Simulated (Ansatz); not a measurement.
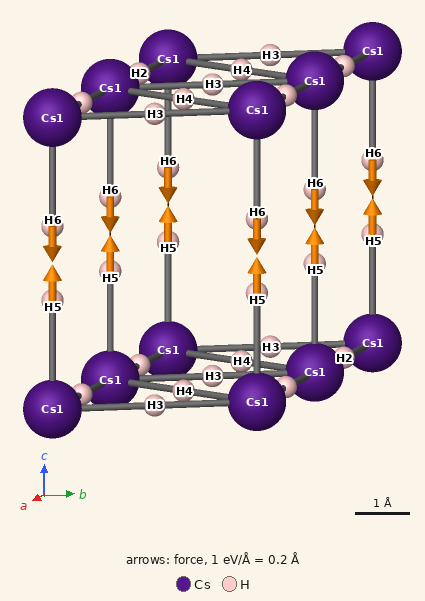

Starting geometry of crystalline CsH5 (a generated structure, set up in P6/mmm) (coarse preliminary run) with the computed forces as orange arrows. A ball-and-stick model of the cell of the calculation, repeated 2 × 1 × 1 with one cell outlined, seen slightly off an axis.

The calculation used Ansatz, DFT PBE, scalar-relativistic, plane waves, PAW. (plane-wave cutoff 420 eV; k-point mesh 6 × 6 × 4; occupations gaussian; smearing width 0.1 eV; no spin polarisation; cell and atoms relaxed; force threshold 0.04 eV/Å; at most 70 steps)

### What follows when this structure is relaxed?

It isn't relaxed: the largest force vector, on H atoms, is 3.43 eV/Å. The atoms end up moving mostly along the starting forces (cosine between the two patterns 1.00). The largest moves relative to the cell, 0.62 Å, are those of H5 and H6. H6 goes along −c. Cs stays in place. The drawn cell changes as follows: a = b 3.958 → 5.458 Å (+37.9 %), c 5.534 → 7.787 Å (+40.7 %); the volume changes by +167.6 %. Some distances before and after: Cs1–H5 2.062 → 3.519 Å, Cs1–H2 1.979 → 2.729 Å, H5–H6 1.409 → 0.748 Å. The space group stays P6/mmm (No. 191). After 14 accepted moves (16 points after the start) the energy has fallen by 937 meV per atom. Largest force component: 3.4 eV/Å at the start, 0.021 eV/Å at the end. The pressure goes from 13.50 to 0.04 GPa. At 2 points the geometry stayed and the basis and grid were re-selected for the new cell (energy shift of 48.3 meV per atom at most each time). The run took 72 s on 1 thread of Arm Neoverse N1 (shared host), peak memory 0.42 GiB.
